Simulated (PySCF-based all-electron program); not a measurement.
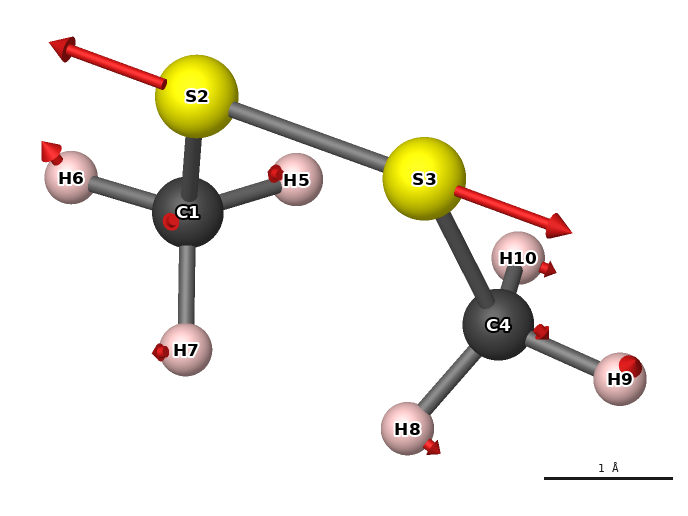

Arrows show the forces on the atoms, 0.8 Å of arrow for 1 eV/Å; forces under a tenth of the largest aren't drawn. Level of theory: PBE, all-electron, scalar-relativistic (X2C), large uncontracted Gaussian sets (PySCF-based all-electron program).

Q: Along which bond is the force strongest?

A: S2–S3, now 2.057 Å: the forces push its atoms apart, so a first step downhill lengthens it.

List the force components in the frame of the picture (x right, y up, z towards the viewer), in eV/Å.

| atom | Fx | Fy | Fz |
| --- | --- | --- | --- |
| C1 | −0.07 | −0.04 | −0.15 |
| S2 | −1.14 | 0.42 | −0.51 |
| S3 | 1.14 | −0.42 | 0.51 |
| C4 | 0.11 | −0.11 | −0.06 |
| H5 | −0.12 | 0.03 | −0.13 |
| H6 | −0.16 | 0.20 | 0.15 |
| H7 | −0.14 | −0.01 | −0.10 |
| H8 | 0.14 | −0.11 | 0.02 |
| H9 | 0.09 | 0.10 | 0.27 |
| H10 | 0.16 | −0.06 | −0.01 |
